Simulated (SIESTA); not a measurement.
Band structure of LaS (Fm-3m, 2 atoms in the cell).

```yaml
crystal:
  lattice:
    - [0.00000, 2.94160, 2.94160]
    - [2.94160, 0.00000, 2.94160]
    - [2.94160, 2.94160, 0.00000]
  atoms:
    - { symbol: La, position: [0.00000, 0.00000, 0.00000] }
    - { symbol: S, position: [0.50000, 0.50000, 0.50000] }
```

Level of theory: GGA PBEsol, numerical atomic orbitals DZP, PseudoDojo PBEsol standard norm-conserving potentials (rewritten from UPF to PSML) (SIESTA).

Settings: XC.functional = GGA; XC.authors = PBEsol; potentials = PseudoDojo PBEsol standard; PAO.BasisSize = DZP; PAO.EnergyShift = 0.005 Ry; MeshCutoff = 400 Ry; kgrid.MonkhorstPack = 7 7 7; OccupationFunction = FD; ElectronicTemperature = 1160.45 K; MaxSCFIterations = 150; SCF.Mixer.Method = Pulay; SCF.Mixer.Weight = 0.2; SCF.Mixer.History = 6; SCF.DM.Tolerance = 1.0E-04.

The starting cell comes from a database of computed structures (which also holds hypothetical and non-ambient phases and stackings), without a prior relaxation at this level. Values carry the incompleteness of an atom-centred basis.

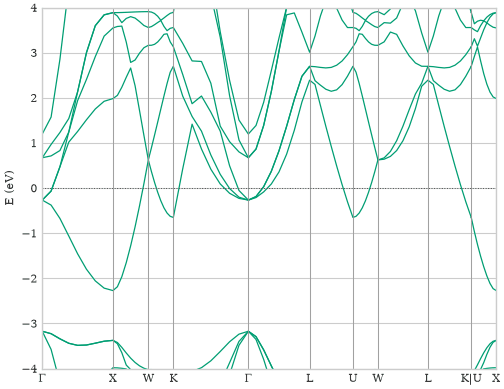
*Bands along the path, energies from the Fermi level.*

Levels in eV from the Fermi level, bands 6 to 11:
| point | 6 | 7 | 8 | 9 | 10 | 11 |
|---|---|---|---|---|---|---|
| Γ | -3.17 | -3.17 | -3.17 | -0.27 | -0.27 | -0.27 |
| X | -3.98 | -3.38 | -3.38 | -2.27 | 1.98 | 3.55 |
| W | -4.90 | -4.03 | -4.03 | 0.62 | 0.62 | 3.16 |
| K | -4.66 | -4.20 | -4.06 | -0.65 | 2.70 | 3.13 |
| L | -6.03 | -4.98 | -4.98 | 2.39 | 2.70 | 2.70 |
| U | -4.66 | -4.20 | -4.06 | -0.65 | 2.70 | 3.13 |

Bands cross the Fermi level along this path, so the cell is metallic at this level.

Higher empty bands are left out: an atom-centred basis made for the valence describes them poorly.
